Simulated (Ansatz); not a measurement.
CH8AlNO3 (SMILES C[NH2+][Al-]([OH])([OH])[OH])

```xyz
14

C    -2.6636    0.1778    2.0975
Al   -0.7654    1.2374    0.0672
N    -1.2515    0.1839    1.7104
O     0.5357    2.1463    0.7591
O    -0.3886   -0.1347   -0.9213
O    -2.1928    2.1528   -0.2781
H    -2.8336   -0.3300    3.0595
H    -3.2459   -0.3316    1.3185
H    -3.0263    1.2122    2.1487
H    -0.6587    0.5912    2.4363
H    -0.9025   -0.7597    1.5329
H     0.6260    3.0839    0.5857
H     0.2560   -0.0922   -1.6280
H    -2.7717    1.9084   -1.0007
```

Geometry: PBE0-D4/def2-SVP.

These are results of isolated molecule in a Gaussian basis; Kohn-Sham density functional theory, functional PBE0 (Ansatz), not measurements.

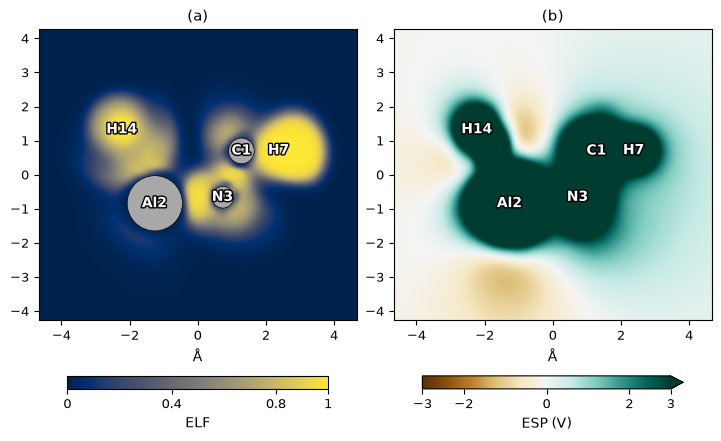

Figure 1. (a) electron localisation function; (b) molecular electrostatic potential on the plane of atoms N3, C1 and H7. Grey discs cover the atomic cores in the ELF map.

**What do the fields say about this system?**

- The plane passes through C, Al, N and H nuclei.
- C–N (1.46 Å): the ELF peaks at about 0.95 between the atoms, as expected for a shared electron pair.
- Al–N (2.01 Å): the ELF peaks at about 0.95 in the valence shell of N, 0.8 Å from its nucleus, and is about 0.75 at the midpoint.
- C–H (1.10 Å): the ELF climbs to about 1 towards the hydrogen, as it does in any bond to H; an ordinary covalent bond to hydrogen.
- Outside the dense part of the molecule the potential is most negative (−1.2 V) near O4, which lies off the plane.

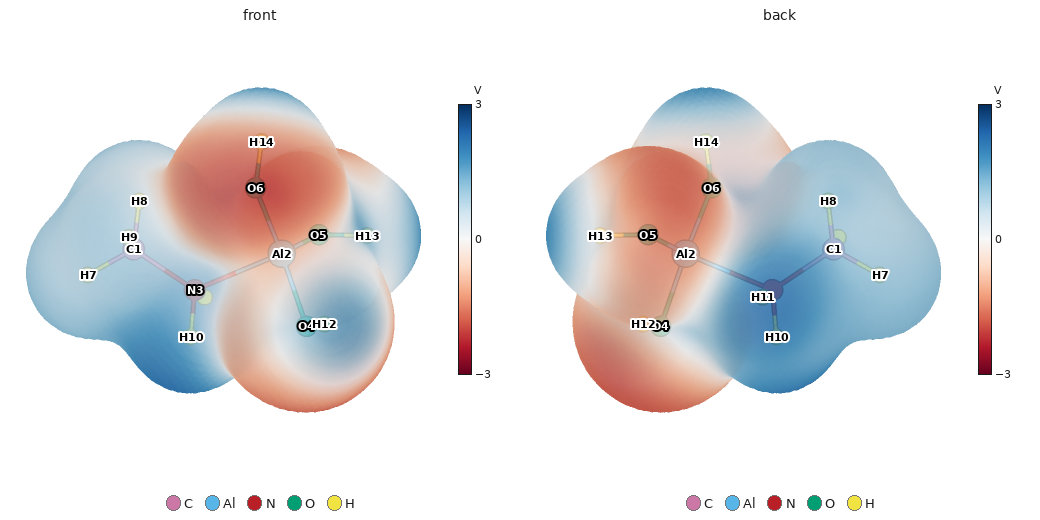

Figure 2. The molecular electrostatic potential painted on the density surface at 0.002 e/bohr³, seen from the front and from behind; the colour scale runs from red (negative) to blue (positive).

**Where is the surface potential most negative and most positive?**

The most negative region (about −2.0 V) lies over O4 and O6, the most positive (about +2.2 V) over H10 and H11.

**How polar is the molecule by this calculation?**

Its dipole moment is 3.06 D.

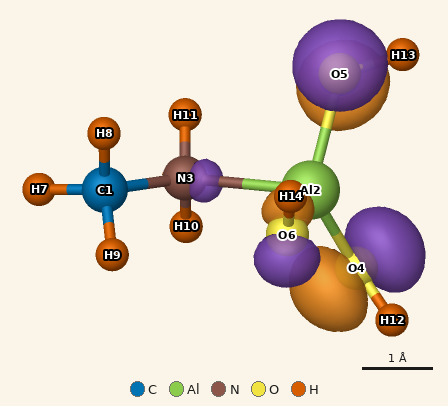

Figure 3. One frontier orbital at ±0.2 Å⁻³ᐟ² (orange and purple are the two phases), seen from one side.

**Which orbital is it: HOMO or LUMO?**

The HOMO, at −7.89 eV. By Hirshfeld shares it lies mainly on O5 (about 40 %), O4 (about 35 %) and O6 (about 10 %); largely a combination of lone pairs on O5, O4 and O6.
